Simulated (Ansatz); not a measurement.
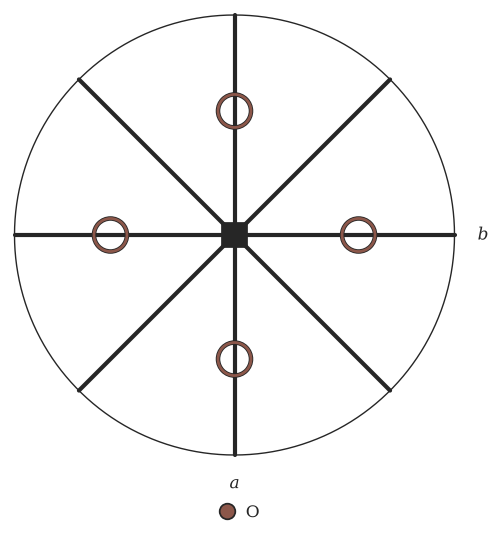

For SnO, a calculation's input that goes back to an entry of the Crystallography Open Database (an earlier step may have relaxed or displaced it): directions from one tin atom at (1/2, 0, 0.241) to its bonded neighbours, in stereographic projection down c (filled: above the plane of the page or in it, open: below). All values are computed from the atomic coordinates in the standard setting (tolerance 0.002 Å).

Neighbours are counted up to 2.50 Å for O. The symmetry elements of the site are drawn in: heavy lines are mirror planes (a heavy rim: a mirror in the plane of the page); lens, triangle, square and hexagon are 2-, 3-, 4- and 6-fold axes, a lens in an open square is −4, a triangle in an open hexagon −6; thin dashed diameters join the ends of axes that lie in the page; a small open circle marks inversion.

```
Sn O
1.0
     3.79265    0.00000    0.00000
     0.00000    3.79265    0.00000
     0.00000    0.00000    4.75821
Sn O
2 2
Direct
  0.50000 0.00000 0.24103
  0.00000 0.50000 0.75897
  0.00000 0.00000 0.00000
  0.50000 0.50000 0.00000
```

> How many neighbours are there, and at what angles?

4: 4 O at 2.22 Å. Angles between bonds: 74° (4×), 118° (2×).

> What is the site's symmetry in the crystal?

Point group 4mm (C4v), order 8: one fourfold axis, four mirror planes. In P4/nmm (No. 129, origin choice 1) this is Wyckoff position 2c.
